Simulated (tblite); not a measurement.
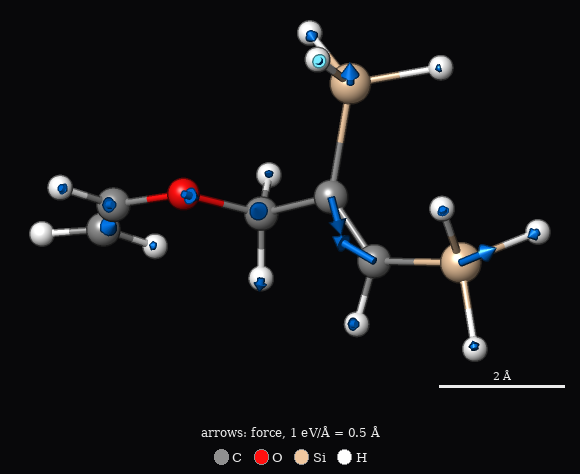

Starting geometry of C5H12OSi2 with the computed forces as blue arrows. A ball-and-stick model, seen at a tilt.

Theory: tblite 0.8.0, GFN2-xTB geometry optimisation, gas phase. 

### What follows when this structure is relaxed?

It isn't relaxed: the largest force vector, on a C atom, is 1.85 eV/Å. The final displacements have little in common with the starting forces (cosine between the two patterns 0.08). The atom that moves furthest after the best rigid fit is an H atom (1.40 Å). By element the largest moves are H 1.40 Å, C 0.67 Å, Si 0.47 Å, O 0.45 Å. Near-neighbour distances that change, for instance: O–Si 3.285 → 2.655 Å, C–Si 1.834 → 1.880 Å, H–Si 1.497 → 1.461 Å, C–O 1.444 → 1.412 Å. Bond angles that change, for instance: Si–C–H 110.1° → 115.5°, C–C–Si 130.9° → 127.3°, C–C–Si 113.6° → 110.3°. Groups turn about C–C by about 45°, C–Si by about 30°. After 186 geometry steps the energy has fallen by 23.5 kJ/mol.
